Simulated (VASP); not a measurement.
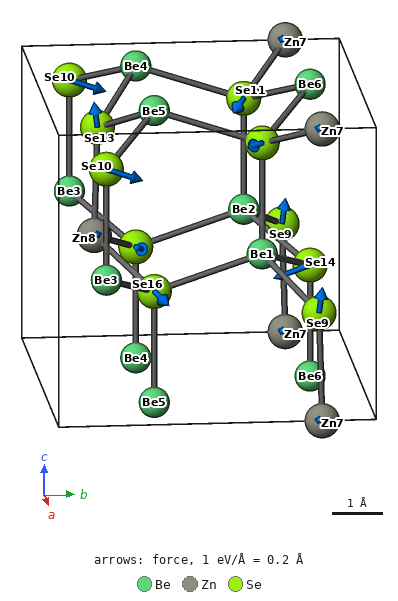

Starting geometry of crystalline Be3ZnSe4 (a generated structure, set up in Pmn2_1) with the computed forces as blue arrows. A ball-and-stick model of the cell of the calculation, seen from a free direction.

The run lets cell and atoms move.

Level of theory: Kohn-Sham DFT of a periodic cell, PBE, VASP PAW PBE potentials, recommended (VASP).

Input
```
PREC = Normal
ENCUT = 520
EDIFF = 1E-4
ISMEAR = 0
SIGMA = 0.15
LREAL = Auto
LASPH = T
NELM = 60
ALGO = Fast
ISIF = 3
LWAVE = F
LCHARG = F
GGA = PE
IBRION = 2
NSW = 24
EDIFFG = -0.08
```

Launched with:
```bash
cat potpaw_PBE.64/Be/POTCAR potpaw_PBE.64/Zn/POTCAR potpaw_PBE.64/Se/POTCAR > POTCAR
mpirun -np 4 vasp_std > vasp.out
```

Question: What follows when this structure is relaxed?

Answer: It isn't relaxed: the largest force vector, on Se atoms, is 3.97 eV/Å. The atoms end up moving mostly along the starting forces (cosine between the two patterns 0.90). Over 11 geometry steps the energy falls by 163 meV per atom. Largest force component: 3.8 eV/Å at the start, 0.063 eV/Å at the end. Pressure: 7.62 GPa at the start and 0.05 GPa at the end. The largest moves relative to the cell, 0.29 Å, are those of Se atoms. Largest moves by element: Se 0.29 Å, Be 0.16 Å, Zn 0.03 Å. Cell: a 7.385 → 7.547 Å (+2.2 %), b 6.395 → 6.472 Å (+1.2 %), c 6.030 → 6.175 Å (+2.4 %). Volume +5.9 %. Among the contacts that change: Se–Zn 2.171 → 2.471 Å, Se–Zn 2.232 → 2.466 Å, Be–Se 2.223 → 2.282 Å, Be–Se 2.293 → 2.239 Å. Bond angles that change, for instance: Be–Se–Be 106.4° → 114.2°, Be–Se–Zn 111.4° → 104.8°, Be–Se–Zn 111.6° → 105.4°. The space group stays Pmn2_1 (No. 31). It ran on 4 threads of Intel(R) Xeon(R) 6975P-C (Granite Rapids) (shared host).
